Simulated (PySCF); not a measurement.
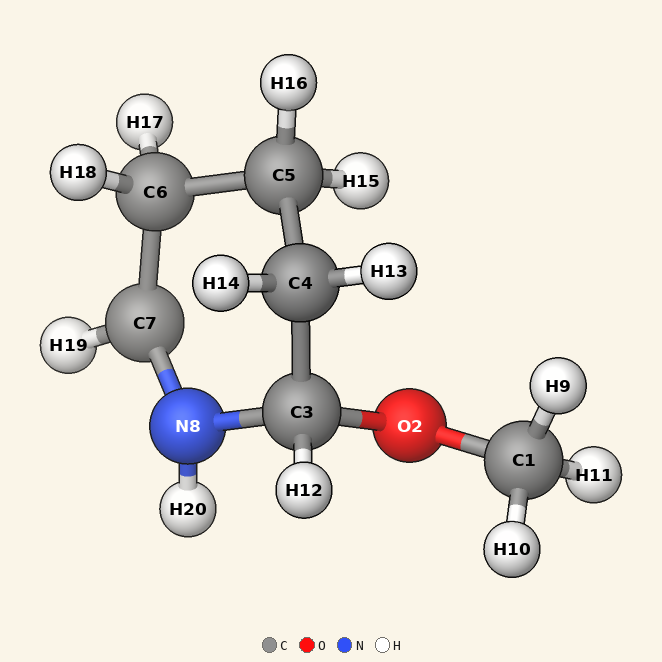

Charge 0, doublet. The geometry was computed by an optimisation with GFN2-xTB. No frequency run is at hand to confirm it as a minimum. Level of theory: UKS B3LYP, pcH-1 on C H N O, non-relativistic (PySCF 2.14.0). Fermi-contact and spin-dipolar terms alone, no spin-orbit part.

### Which nucleus has the largest dipolar (anisotropic) hyperfine coupling?

13C at C7: principal values −72.0, −71.1, 143.1 MHz.

List the isotropic and dipolar parts for the most strongly coupled nuclei, one of each equivalent set.

```csv
atom,isotope,a_iso (MHz),dipolar part (MHz)
C7,13C,121.8,"−72.0, −71.1, 143.1"
H19,1H,−37.6,"−33.3, −1.2, 34.5"
N8,14N,9.9,"−10.8, −10.4, 21.2"
H20,1H,3.9,"−11.6, −6.4, 18.0"
H17,1H,26.2,"−5.5, −4.2, 9.7"
H18,1H,116.5,"−4.3, −3.1, 7.4"
H15,1H,−1.8,"−3.6, −2.6, 6.2"
H12,1H,4.1,"−3.6, −2.3, 5.9"
```
